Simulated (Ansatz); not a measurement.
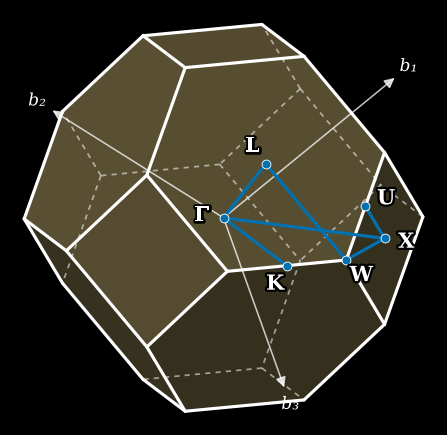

The first Brillouin zone and its special points. Crystal: Ge, the input geometry of an electronic-structure calculation (not necessarily at equilibrium). The drawing is computed from the coordinates (standard cell, symmetry found to 0.002 Å).

Space group No. 227, Fd-3m, origin choice 1; a = 5.761 Å, b = 5.761 Å, c = 5.761 Å, α = 90.00°, β = 90.00°, γ = 90.00°.

Labels and path follow the convention of Hinuma et al. (2017), as computed by seekpath; the arrows show the directions of the reciprocal primitive vectors b₁, b₂, b₃, in which coordinates are given; lengths include the factor 2π.

**List the special points with their coordinates and distances from Γ.**

```tsv
point	k₁	k₂	k₃	length of k (1/Å)
Γ	0	0	0	0.000
X	1/2	0	1/2	1.091
L	1/2	1/2	1/2	0.945
W	1/2	1/4	3/4	1.219
K	3/8	3/8	3/4	1.157
U	5/8	1/4	5/8	1.157
```

**What is the zone's volume?**

(2π)³ over the primitive cell's volume of 47.80 Å³: 5.19 Å⁻³.
